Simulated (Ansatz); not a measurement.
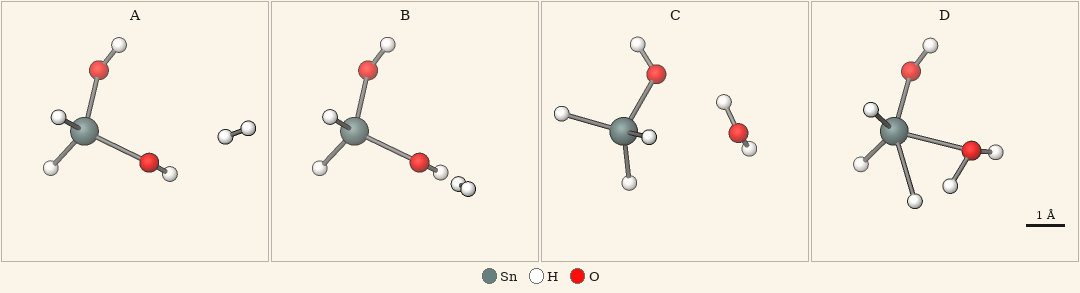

4 geometries from a converged minimum-energy path of SnH6O2, shuffled. A ball-and-stick model, seen at a tilt.

The calculation used Ansatz 0.2.0, RHF/def2-SVP. Run with 5 movable images; climbing image; force threshold 0.03 eV/Å; iteration limit 60; starting path through a guess of the saddle point.

One of them is the converged climbing image. Which?

Answer. D. In order along the path, whose images run from 0 to 6: C (image 0, 0.00 eV), D (image 2, +2.30 eV), B (image 5, +0.47 eV), A (image 6, +0.47 eV). Breaking: H–O (0.95 → 2.66 Å), H–Sn (1.70 → 4.97 Å). Forming: H–H (3.25 → 0.75 Å), O–Sn (3.11 → 1.96 Å).

Limits of the set-up: Hartree-Fock leaves out electron correlation.
